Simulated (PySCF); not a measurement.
## Electronic structure of CH2O2 in real space

```csv
atom,x (Å),y (Å),z (Å)
O,-0.6031,1.1918,-0.0202
C,-0.3695,0.0228,-0.0601
O,0.7196,-0.5606,0.4105
H,-1.0343,-0.7372,-0.4980
H,1.3218,0.0947,0.8030
```

Geometry: GFN2-xTB.

Level of theory: PySCF, PBE0/pcSseg-1, SCF density, gas phase, non-relativistic.

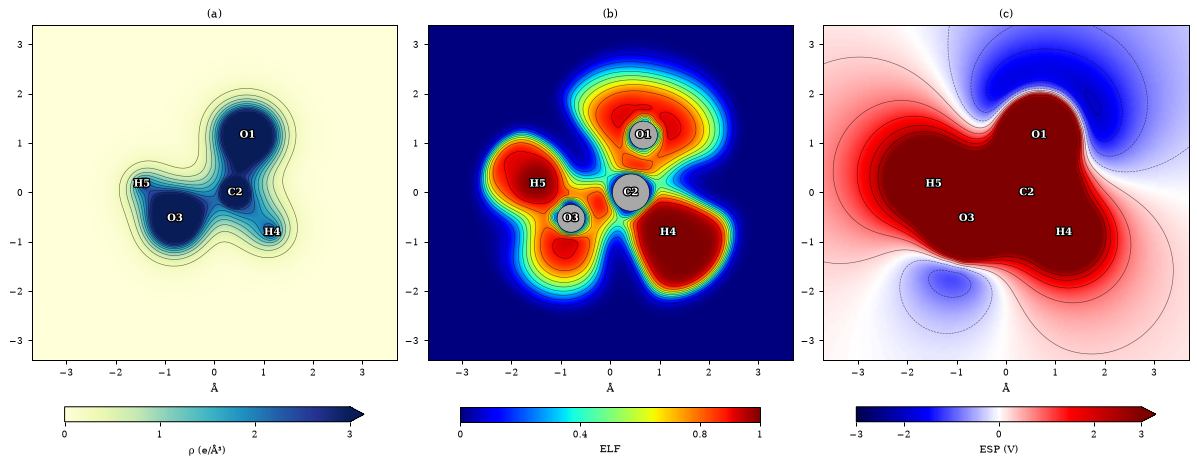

Figure 1. (a) electron density; (b) ELF; (c) molecular electrostatic potential on the molecular plane. Grey discs cover the atomic cores in the ELF map.

**Describe what can be read from this map.**

- The plane passes through O, C and H nuclei.
- C–O (1.19 Å): ρ at the midpoint is about 3.4 e/Å³; the ELF peaks at about 0.85 between the atoms; a multiple bond.
- O–H (0.97 Å): ρ is about 3.7 e/Å³ halfway; the ELF climbs to about 1 towards the hydrogen, as it does in any bond to H (a covalent bond by its length).
- C–O (1.32 Å): ρ is about 2.6 e/Å³ halfway; the ELF peaks at about 0.90 between the atoms, as expected for a polar covalent bond.
- C–H (1.10 Å): ρ at the midpoint is about 2.1 e/Å³; the ELF climbs to about 1 towards the hydrogen: a covalent bond by its length.
- The ELF also peaks beside O3 and O1, away from the bonds: lone-pair regions.
- Outside the dense part of the molecule the potential is most negative (−2.0 V) near O1.

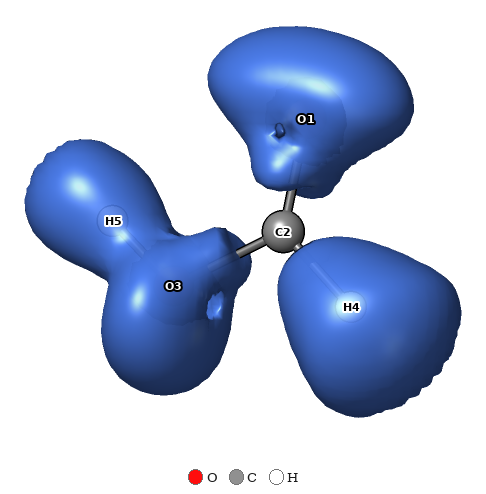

Figure 2. Isosurface of the ELF at 0.75 (blue), seen at a tilt. Core shells and regions of very low density are left out.

**Where are the electrons localised?**

At this value the surface marks out one region around a hydrogen nucleus, one region on O in which the atom's valence shell and bonds are merged and one joined region spread over several atoms (H, O), in which their bonds and any lone pairs are merged.

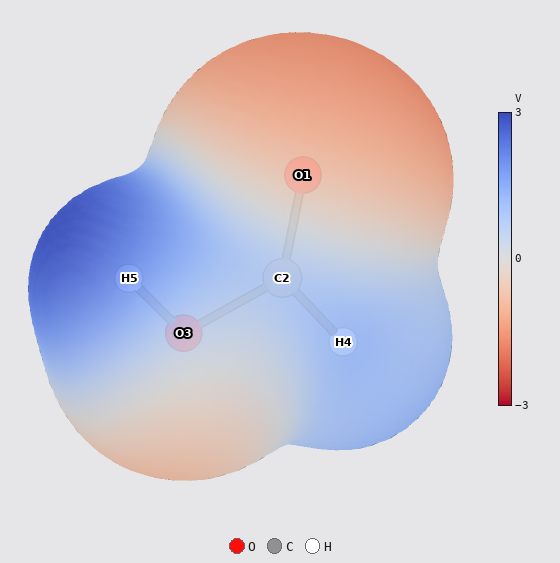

Figure 3. The molecular electrostatic potential painted on the density surface at 0.002 e/bohr³, seen at a tilt; the colour scale runs from red (negative) to blue (positive).

**Describe the electrostatic potential map.**

The most negative region (about −1.6 V) lies over O1, the most positive (about +2.8 V) over H5. O1 is the likeliest acceptor of a hydrogen bond.

**What dipole moment does the calculation give?**

Its dipole moment is 1.67 D.
